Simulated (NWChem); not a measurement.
**MP2/6-31G(d) (spherical functions) run of C3H4F2 (SMILES F/C=C\CF)**

Aim: the energy change on altering one bond length of C3H4F2 at MP2/6-31G* (spherical functions), from 2 runs. 

The calculation is run with NWChem 7.3.0.

## Step 1: The molecule

C3H4F2 has 9 atoms, charge 0, and is taken as a singlet. As SMILES, `F/C=C\CF`. Geometry: relaxed at PBE0-D4/def2-TZVP. This is one conformer, not always the lowest.

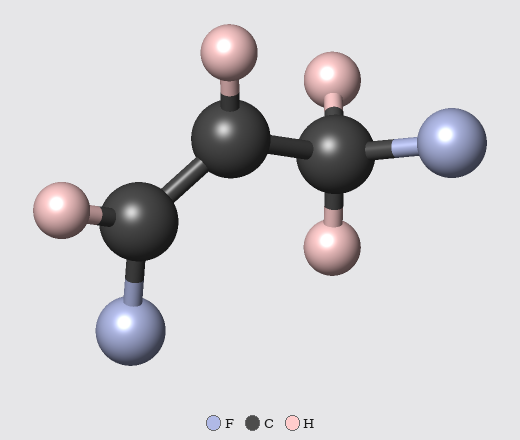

Viewed from a chosen angle; fluorine light blue, carbon dark grey, hydrogen pink.

## Step 2: Energy and forces at MP2/6-31G(d) (spherical functions)

File c3h4f2.nw:

```
start c3h4f2
memory total 2200 mb

geometry units angstrom noautosym nocenter noautoz
  F     -1.771300     0.696200    -0.764200
  C     -0.756800    -0.083800    -1.148800
  C      0.269900    -0.355400    -0.364300
  C      0.439500     0.155200     1.019400
  F      1.656600     0.811400     1.133700
  H     -0.888900    -0.458700    -2.156900
  H      1.042400    -1.001300    -0.765600
  H      0.449800    -0.666700     1.742700
  H     -0.352600     0.856800     1.286900
end

basis spherical bse
  * library 6-31G*
end

scf
  thresh 1e-08
  maxiter 80
end

mp2
  freeze core 5
  tight
end

task mp2 gradient
```

Run with:

```sh
$ nwchem c3h4f2.nw > c3h4f2.out
```

Output:

```text
[...]
  functions       =    78
[...]
  wavefunction    = RHF
[...]
         Total SCF energy =   -314.762489254602
      One-electron energy =   -769.026163810467
      Two-electron energy =    285.821110244543
 Nuclear repulsion energy =    168.442564311322
        Time for solution =      9.2s
[...]
          Total MP2 energy          -315.473717971672
[...]
                         mp2 ENERGY GRADIENTS
    atom               coordinates                        gradient
                 x          y          z           x          y          z
   1 F      -3.347272   1.315627  -1.444129    0.013458  -0.010435  -0.005583
   2 C      -1.430145  -0.158359  -2.170917    0.000340   0.005683   0.013471
   3 C       0.510037  -0.671609  -0.688427   -0.012731   0.005499  -0.004494
   4 C       0.830535   0.293285   1.926387    0.008188   0.003273  -0.004210
   5 F       3.130520   1.533324   2.142382   -0.010357  -0.005283  -0.000012
   6 H      -1.679777  -0.866817  -4.075950   -0.000154   0.000449   0.000924
   7 H       1.969850  -1.892183  -1.446774   -0.001252   0.000524   0.000008
   8 H       0.849999  -1.259880   3.293225    0.001080   0.000200  -0.000320
   9 H      -0.666317   1.619117   2.431888    0.001427   0.000090   0.000217
[...]
```

It took 23 s on 1 thread of Intel Xeon Platinum 8488C (Sapphire Rapids), shared host; peak memory 0.24 GiB.

## Step 3: The distorted shape: the energy at MP2/6-31G(d) (spherical functions)

File test.xyz:

```xyz
9
C3H4F2
F     -2.582881     1.320185    -0.456527
C     -0.756800    -0.083800    -1.148800
C      0.269900    -0.355400    -0.364300
C      0.439500     0.155200     1.019400
F      1.656600     0.811400     1.133700
H     -0.888900    -0.458700    -2.156900
H      1.042400    -1.001300    -0.765600
H      0.449800    -0.666700     1.742700
H     -0.352600     0.856800     1.286900
```

File run.py:

```python
from ase.io import read
from ase.calculators.nwchem import NWChem

mol = read('test.xyz')

calc = NWChem(
    label='test',
    theory='mp2',
    memory='2200 mb',
    basis='6-31G*',
    basispar='spherical bse',
    scf={'nopen': '0', 'rhf': None, 'thresh': '1e-08', 'maxiter': '80'},
    mp2={'freeze': 'core 5', 'tight': None},
    task='energy',
)
mol.calc = calc

print(f"energy = {mol.get_potential_energy():.6f} eV")
```

Run with:

```sh
$ export ASE_NWCHEM_COMMAND="nwchem PREFIX.nwi > PREFIX.nwo"
$ python run.py
```

Output:

```text
energy = -8579.698345 eV
```

The calculator wrote test.nwi:

```
title "test"

permanent_dir test

scratch_dir test

start test

geometry units angstrom nocenter noautosym noautoz
  F  -2.5828810000000000e+00 1.3201849999999999e+00 -4.5652700000000002e-01
  C  -7.5680000000000003e-01 -8.3799999999999999e-02 -1.1488000000000000e+00
  C  2.6989999999999997e-01 -3.5539999999999999e-01 -3.6430000000000001e-01
  C  4.3950000000000000e-01 1.5520000000000000e-01 1.0194000000000001e+00
  F  1.6566000000000001e+00 8.1140000000000001e-01 1.1336999999999999e+00
  H  -8.8890000000000002e-01 -4.5870000000000000e-01 -2.1568999999999998e+00
  H  1.0424000000000000e+00 -1.0013000000000001e+00 -7.6559999999999995e-01
  H  4.4979999999999998e-01 -6.6669999999999996e-01 1.7426999999999999e+00
  H  -3.5260000000000002e-01 8.5680000000000001e-01 1.2868999999999999e+00
end

memory 2200 mb

basis spherical bse noprint
   * library 6-31G*
end

scf
  nopen 0
  rhf
  thresh 1e-08
  maxiter 80
end
mp2
  freeze core 5
  tight
end

task mp2 energy
```

test.nwo (excerpt; [...] marks lines left out):

```text
[...]
         Total SCF energy =   -314.552600017832
      One-electron energy =   -733.153073653022
      Two-electron energy =    268.227679581696
 Nuclear repulsion energy =    150.372794053494
[... 3 lines left out ...]
             Final eigenvalues
[... 34 lines left out ...]
                       ROHF Final Molecular Orbital Analysis
[...]
          Total MP2 energy          -315.298101232987
[...]
```

Run time: 14 s. Hardware: 1 thread of Intel Xeon Platinum 8488C (Sapphire Rapids), shared host; peak memory 0.19 GiB.

## Step 4: Results

Level: MP2/6-31G* (spherical functions), 5 core orbitals frozen.

| quantity | value |
| --- | --- |
| first shape: total energy | -315.47372 Eh |
| first shape: dipole moment (of the density that the program reports) | 1.94 D |
| first shape: HOMO energy (Hartree–Fock orbitals) | -10.46 eV |
| first shape: LUMO energy (Hartree–Fock orbitals) | 4.56 eV |
| first shape: HOMO–LUMO gap (Hartree–Fock orbitals) | 15.02 eV |
| first shape: correlation energy (5 core orbitals frozen) | -711.2 mEh |
| first shape: largest force on an atom | 0.922 eV/Å |
| distorted shape: total energy | -315.29810 Eh |
| distorted shape: HOMO energy (Hartree–Fock orbitals) | -11.47 eV |
| distorted shape: LUMO energy (Hartree–Fock orbitals) | -0.42 eV |
| distorted shape: HOMO–LUMO gap (Hartree–Fock orbitals) | 11.05 eV |
| distorted shape: correlation energy (5 core orbitals frozen) | -745.5 mEh |
| energy change with the F1–C2 bond stretched from 1.336 to 2.405 Å | 4.779 eV |

In words: With the F1–C2 bond stretched from 1.336 to 2.405 Å the energy rises by 4.78 eV (110 kcal/mol). The first shape isn't relaxed at this level, so the change isn't measured from a minimum. A restricted reference can't describe the breaking bond well at this length. The largest force (first shape) is 0.92 eV/Å: the shape isn't a stationary point for this species at this level. Mulliken charges (first shape) run from -0.46 on F5 to +0.28 on C2. Mulliken charges (distorted shape) run from -0.51 on F1 to +0.30 on H6; they depend strongly on the basis.
